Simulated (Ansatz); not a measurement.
# MgSe (rock salt): energy over volume and axial ratio

MgSe (rock salt)

```yaml
crystal:
  lattice:
    - [0.00000, 2.73608, 2.73608]
    - [2.73608, 0.00000, 2.73608]
    - [2.73608, 2.73608, 0.00000]
  atoms:
    - { symbol: Se, position: [0.00000, 0.00000, 0.00000] }
    - { symbol: Mg, position: [0.50000, 0.50000, 0.50000] }
```

Grid over V/V₀ and (c/a)/(c/a)₀, subscript 0 meaning the relaxed cell; the conventional c axis lies along z; no internal relaxation.

Level of theory: r2SCAN (plane waves to 500 eV, PAW, scalar-relativistic; Ansatz, a program for electronic structure). k mesh 10×10×10 (Γ-centred), Fermi-Dirac smearing 0.05 eV. E stands for the smeared free energy. Stress and pressure are positive under compression. MgSe was relaxed with its symmetry unable to fall. The zero of ΔE is the relaxed starting cell.

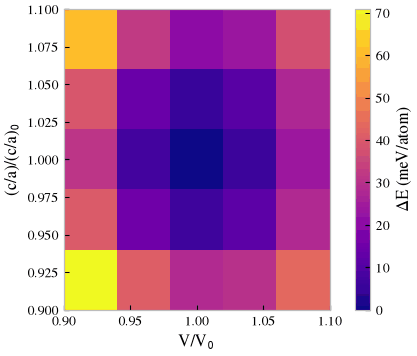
Fig. 1. ΔE (meV/atom) over the 5×5 grid of computed points.

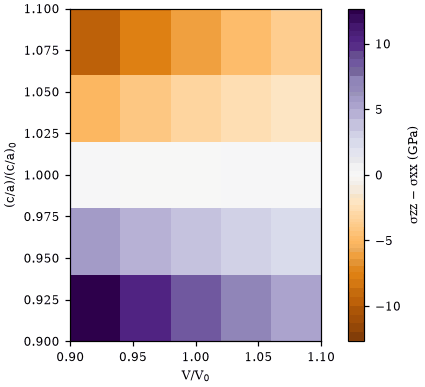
σzz − σxx (GPa) over the 5×5 grid of computed points.

The shear modulus C′ = (C11 − C12)/2 (fit, atoms clamped) is 44 GPa. Highest place on the grid: V/V₀ = 0.920, (c/a)/(c/a)₀ = 0.920 (70.9 meV/atom). Lowest place on the grid: V/V₀ = 1.000, (c/a)/(c/a)₀ = 1.000 (0.0 meV/atom).

Near the relaxed cell σzz − σxx = −2Cδ (compression positive), C being this modulus and δ the logarithm of the ratio.

(A scan under strain: stresses follow from slopes of the energy per volume, elastic moduli from its curvatures.)
